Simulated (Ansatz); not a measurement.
# Molecular dynamics, with input and output: CH₆Ge (part 4 of 4)

The same run, continued: CH₆Ge; RKS BHLYP-D4/def2-mTZVP (Ansatz 0.2.0). It belongs to a series of runs on one base structure; here: dynamics from the start.

Geometry of the input (Å):
```
Ge 0.0003  0.0000  0.0059
C  0.0001  0.0000  1.9608
H  -1.0078  -0.1018  2.3429
H  0.5920  -0.8219  2.3431
H  0.4158  0.9236  2.3431
H  1.4294  0.1414  -0.5308
H  -0.8366  1.1668  -0.5310
H  -0.5917  -1.3082  -0.5310
```

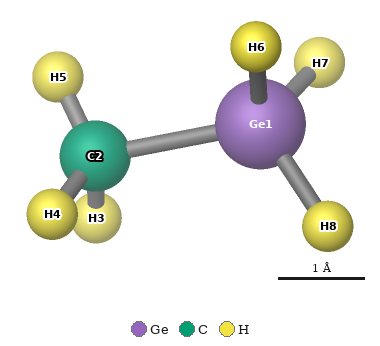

**Figure 1.** The geometry at step 200 of the log (ball-and-stick view, seen at a tilt; atoms are numbered from 1 in the order of the input).

## Trajectory as extended XYZ, continued
```
8
Properties=species:S:1:pos:R:3:forces:R:3 step=88 time_fs=44.0 energy=-57651.62916 temperature=369.7
Ge   -0.0011   -0.0035   -0.0029   -0.1855   1.3163   1.2547
C    -0.0266   -0.0113    1.9920    1.4681   1.8229  -0.3030
H    -0.8722   -0.1017    2.6243   -0.9897  -0.3923  -0.1412
H     0.7190   -0.6982    2.2988    0.3527  -1.0811   0.2701
H     0.4554    0.9385    2.3301   -0.5661  -0.4605  -0.6032
H     1.4707    0.1989   -0.3250    0.2029  -0.2172  -0.1912
H    -0.7320    1.2180   -0.5768   -0.0351   0.0462   0.0869
H    -0.6208   -1.1713   -0.6573   -0.2472  -1.0343  -0.3732
8
Properties=species:S:1:pos:R:3:forces:R:3 step=100 time_fs=50.0 energy=-57651.49484 temperature=204.1
Ge   -0.0023   -0.0016    0.0023   -0.3966  -0.2889  -0.1391
C    -0.0198   -0.0186    1.9841    0.7742   0.2166  -0.3609
H    -0.9774   -0.0062    2.5336    0.8311  -1.0328  -0.3785
H     0.8365   -0.6870    2.2271   -1.5916  -0.3111   0.4710
H     0.4338    0.9046    2.2749    0.0929   0.9388  -0.1455
H     1.5087    0.1795   -0.2971   -0.3025  -0.2325  -0.1799
H    -0.7290    1.2217   -0.5839    0.0000  -0.0467   0.0812
H    -0.6419   -1.2720   -0.7393    0.5925   0.7566   0.6517
8
Properties=species:S:1:pos:R:3:forces:R:3 step=112 time_fs=56.0 energy=-57651.71533 temperature=503.0
Ge   -0.0051   -0.0001    0.0078    0.6015   0.3908   0.2225
C     0.0121   -0.0039    1.9618   -0.4752  -0.1470  -0.6831
H    -0.9643   -0.1988    2.3699   -0.3098   0.5520   0.1572
H     0.6000   -0.8409    2.3199    0.5732   0.5506   0.0492
H     0.3817    1.0091    2.1601   -0.0402  -0.7721   0.7483
H     1.4791    0.0912   -0.3353    0.1581   0.1198  -0.2712
H    -0.7295    1.2179   -0.5634   -0.0625   0.0708   0.0516
H    -0.5204   -1.2226   -0.6627   -0.4451  -0.7650  -0.2747
8
Properties=species:S:1:pos:R:3:forces:R:3 step=125 time_fs=62.5 energy=-57651.68830 temperature=482.5
Ge   -0.0050    0.0024    0.0138    1.1119  -0.8213  -1.1651
C     0.0267   -0.0038    1.9215   -1.1161   0.4879   0.7561
H    -0.9864   -0.2226    2.2230   -0.4904   0.6550   0.2075
H     0.5096   -0.8086    2.4221    1.1692  -0.2795  -0.0903
H     0.3338    0.9841    2.2977   -0.1606  -0.7396   0.0087
H     1.4695    0.0340   -0.4727   -0.2501   0.2498  -0.0586
H    -0.7522    1.2273   -0.5213   -0.0806  -0.1168   0.0128
H    -0.5052   -1.3434   -0.6146   -0.1832   0.5646   0.3289
8
Properties=species:S:1:pos:R:3:forces:R:3 step=138 time_fs=69.0 energy=-57651.52231 temperature=289.5
Ge    0.0010    0.0019    0.0143    0.6001  -0.1731  -1.1554
C     0.0052   -0.0111    1.9108   -0.1925  -0.5936   1.8482
H    -1.0823   -0.0366    2.1450    0.9330  -1.0314   0.3553
H     0.6997   -0.7427    2.4114   -1.5860  -0.0063  -0.8092
H     0.2850    0.8452    2.4674    0.4722   1.4488  -0.3747
H     1.3915    0.0690   -0.6395    0.0020   0.1076   0.1026
H    -0.8111    1.2019   -0.4757   -0.1235  -0.0600  -0.0752
H    -0.5879   -1.3393   -0.4869   -0.1052   0.3081   0.1085
8
Properties=species:S:1:pos:R:3:forces:R:3 step=150 time_fs=75.0 energy=-57651.73211 temperature=578.9
Ge    0.0096    0.0008    0.0094   -0.6840   0.8769  -0.1742
C    -0.0182   -0.0061    1.9472    0.7596   2.0554  -0.1318
H    -1.0337   -0.1486    2.2171   -0.7271  -0.2528   0.3213
H     0.5702   -0.8182    2.2590    0.5961  -0.8264   0.7972
H     0.3239    0.9472    2.4219   -0.1799  -1.0732  -0.5053
H     1.3121    0.1404   -0.7643    0.2595  -0.1165   0.1847
H    -0.9019    1.1528   -0.4554    0.0947  -0.0029  -0.0711
H    -0.7219   -1.2609   -0.3363   -0.1189  -0.6605  -0.4208
8
Properties=species:S:1:pos:R:3:forces:R:3 step=162 time_fs=81.0 energy=-57651.35099 temperature=105.7
Ge    0.0150    0.0027    0.0032   -2.1828  -0.6664   0.0222
C    -0.0305    0.0147    1.9859   -0.3257  -3.2653  -1.0959
H    -1.0296   -0.3061    2.3470    0.3526   1.3885  -0.4863
H     0.4774   -0.9439    2.2554    0.6068   1.4489   0.1859
H     0.3767    0.9255    2.3138    0.3035   0.5444   1.1952
H     1.3030    0.1751   -0.8203   -0.0065  -0.2542   0.4178
H    -0.9644    1.1031   -0.4607    0.2470   0.0931  -0.0841
H    -0.8516   -1.3237   -0.3035    1.0052   0.7112  -0.1550
8
Properties=species:S:1:pos:R:3:forces:R:3 step=175 time_fs=87.5 energy=-57651.68354 temperature=555.0
Ge    0.0104    0.0028   -0.0030   -0.7695   0.8038   1.1528
C    -0.0344   -0.0131    1.9976    1.3833   0.5365   0.1840
H    -1.0518   -0.0910    2.3841    0.3669  -0.2979  -0.2603
H     0.6372   -0.7934    2.3760   -0.7818  -0.2056  -0.1937
H     0.4214    0.8658    2.4683   -0.4136   0.0793  -0.4901
H     1.3236    0.1285   -0.7416    0.3762  -0.0029   0.1426
H    -0.9476    1.0906   -0.4976    0.1376   0.2363  -0.0349
H    -0.6968   -1.2437   -0.3527   -0.2990  -1.1495  -0.5003
8
Properties=species:S:1:pos:R:3:forces:R:3 step=188 time_fs=94.0 energy=-57651.62367 temperature=505.0
Ge    0.0006    0.0047   -0.0041    0.3254  -1.0664   0.3967
C    -0.0016   -0.0264    2.0054    0.4030   2.3968  -0.4859
H    -1.0095    0.0291    2.3357   -0.8196  -0.9777   0.2863
H     0.6096   -0.7601    2.4526   -0.0087  -1.3147   0.1750
H     0.3719    0.8855    2.5082    0.1978  -0.0737  -1.0074
H     1.4426    0.0749   -0.5814   -0.3385   0.1933   0.1794
H    -0.8680    1.1505   -0.5469    0.0876  -0.1048   0.0693
H    -0.5423   -1.4013   -0.5425    0.1530   0.9472   0.3866
8
Properties=species:S:1:pos:R:3:forces:R:3 step=200 time_fs=100.0 energy=-57651.52227 temperature=406.2
Ge   -0.0072    0.0026   -0.0024    1.2332  -0.6204   0.7710
C     0.0351    0.0013    2.0061   -2.5906  -2.7519  -0.4706
H    -1.0431   -0.1363    2.3142    1.1133   0.8421  -0.1814
H     0.4450   -0.9540    2.4707    0.3550   1.8466  -0.8334
H     0.4058    0.9507    2.2986    0.4782   0.2537   0.7805
H     1.4800    0.0912   -0.3812   -0.0046   0.2908  -0.2230
H    -0.7680    1.1902   -0.5752   -0.1661   0.0047   0.0178
H    -0.3901   -1.3446   -0.6332   -0.4184   0.1343   0.1392
8
Properties=species:S:1:pos:R:3:forces:R:3 step=212 time_fs=106.0 energy=-57651.59403 temperature=518.4
Ge   -0.0095   -0.0016    0.0031    1.4010   0.6540   0.5915
C     0.0196   -0.0035    1.9844    0.0750   1.7043  -1.9236
H    -0.9638   -0.0893    2.3128   -1.5203   0.5436   0.9404
H     0.4914   -0.8526    2.3439    1.3757  -1.2251   0.5774
H     0.5308    0.9514    2.2348   -0.6265  -1.0232   0.2779
H     1.5008    0.1992   -0.2427   -0.0582   0.0279  -0.3818
H    -0.7139    1.2218   -0.5920   -0.1921  -0.1251   0.0881
H    -0.3700   -1.2697   -0.7022   -0.4547  -0.5565  -0.1700
8
Properties=species:S:1:pos:R:3:forces:R:3 step=225 time_fs=112.5 energy=-57651.41179 temperature=315.2
Ge   -0.0050   -0.0039    0.0114    0.3025   0.0829  -1.1262
C    -0.0161   -0.0077    1.9276    0.2344  -0.3829   1.7823
H    -0.9881    0.1260    2.4839    1.2155  -1.1374  -0.6830
H     0.7281   -0.7917    2.2495   -1.8225   0.0587   0.0066
H     0.5609    0.8162    2.2958    0.1161   1.0438  -0.4608
H     1.4941    0.3207   -0.2323   -0.2032  -0.3764  -0.3187
H    -0.7311    1.2124   -0.5818   -0.2134  -0.1198   0.0398
H    -0.4865   -1.3098   -0.7815    0.3705   0.8310   0.7601
8
Properties=species:S:1:pos:R:3:forces:R:3 step=238 time_fs=119.0 energy=-57651.59436 temperature=573.5
Ge    0.0016   -0.0042    0.0151   -0.4632   1.7810  -0.4994
C    -0.0340   -0.0020    1.9055    1.3268  -0.2697   1.9045
H    -0.8738    0.0186    2.5816   -0.6480  -0.0570  -0.6706
H     0.5578   -0.8745    2.2312   -0.1447   0.5135  -0.0601
H     0.5493    0.8849    2.1768   -0.0285  -0.3361   0.0408
H     1.4377    0.3162   -0.3507    0.3151  -0.2012  -0.1452
H    -0.8275    1.1612   -0.5521    0.0001   0.0569   0.0416
H    -0.5264   -1.1798   -0.6585   -0.3576  -1.4873  -0.6116
8
Properties=species:S:1:pos:R:3:forces:R:3 step=250 time_fs=125.0 energy=-57651.52956 temperature=515.3
Ge    0.0051    0.0014    0.0146   -1.1738  -0.9981  -1.5587
C    -0.0242   -0.0012    1.9317    0.0606  -0.0189  -0.2160
H    -0.9556   -0.0996    2.4629   -0.5101   0.9930  -0.3608
H     0.4232   -0.9103    2.2534    1.3689  -0.1999   0.3252
H     0.5440    0.9205    2.0860   -0.2273  -0.5858   1.1415
H     1.4491    0.2307   -0.5097   -0.3455  -0.0847   0.2117
H    -0.9194    1.1218   -0.5111    0.2404  -0.0145  -0.0083
H    -0.5975   -1.3516   -0.6309    0.5868   0.9089   0.4653
8
Properties=species:S:1:pos:R:3:forces:R:3 step=262 time_fs=131.0 energy=-57651.65925 temperature=718.7
Ge    0.0040    0.0039    0.0078    0.0535  -0.3841  -0.0287
C    -0.0118   -0.0117    1.9629   -0.1564  -1.2493  -0.1235
H    -1.1240    0.0390    2.1803    1.7770  -0.4363   0.4580
H     0.5854   -0.9094    2.3510   -1.6091   1.2304  -0.4248
H     0.5015    0.8482    2.3347   -0.0919   0.5416   0.2966
H     1.3861    0.1223   -0.6203    0.1859   0.2538  -0.0004
H    -0.9478    1.0900   -0.4747    0.0182   0.2099  -0.1309
H    -0.5262   -1.3331   -0.4974   -0.1773  -0.1661  -0.0465
8
Properties=species:S:1:pos:R:3:forces:R:3 step=275 time_fs=137.5 energy=-57651.42219 temperature=441.2
Ge    0.0032    0.0053   -0.0003    0.7324  -0.1159   0.4377
C     0.0097   -0.0198    1.9848    1.0001   3.4042  -0.7427
H    -1.0110    0.0550    2.0957   -2.2951  -0.6677   0.8523
H     0.4471   -0.8245    2.4264    0.6482  -2.6547   0.7476
H     0.3574    0.8099    2.6429    0.1464  -0.1144  -1.3483
H     1.3571    0.0904   -0.7301   -0.0815   0.2377   0.1482
H    -0.9556    1.1097   -0.4742    0.1046  -0.1283  -0.0055
H    -0.5146   -1.3892   -0.3626   -0.2551   0.0390  -0.0893
8
Properties=species:S:1:pos:R:3:forces:R:3 step=288 time_fs=144.0 energy=-57651.28873 temperature=288.9
Ge    0.0057    0.0060   -0.0058   -0.1735  -1.0453   0.9533
C     0.0305    0.0080    2.0043   -3.1083  -2.9626   0.6410
H    -1.1027   -0.1506    2.2332    1.5627   1.0009  -0.6758
H     0.2607   -1.0286    2.4637    0.9034   2.0345  -0.9152
H     0.3092    0.8496    2.6092    0.5722   0.0102  -0.0875
H     1.3191    0.1476   -0.7859    0.0474  -0.0121   0.2284
H    -0.9371    1.1036   -0.4862   -0.1152   0.0275  -0.0576
H    -0.5983   -1.4456   -0.2786    0.3114   0.9468  -0.0866
8
Properties=species:S:1:pos:R:3:forces:R:3 step=300 time_fs=150.0 energy=-57651.64345 temperature=761.3
Ge    0.0079    0.0032   -0.0061   -0.1290   1.4327   1.4505
C    -0.0110   -0.0060    2.0245    1.3815  -0.0266  -1.8405
H    -1.0267   -0.0968    2.2431   -1.5125   0.1625   0.5334
H     0.4467   -0.9311    2.3297    0.3695   0.0182   0.2631
H     0.4332    0.8558    2.4909    0.0278  -0.0173   0.1508
H     1.3037    0.2044   -0.7634    0.3673  -0.1259   0.0886
H    -0.9457    1.0966   -0.5116    0.0151   0.0143   0.0250
H    -0.6240   -1.2863   -0.2513   -0.5198  -1.4579  -0.6708
```
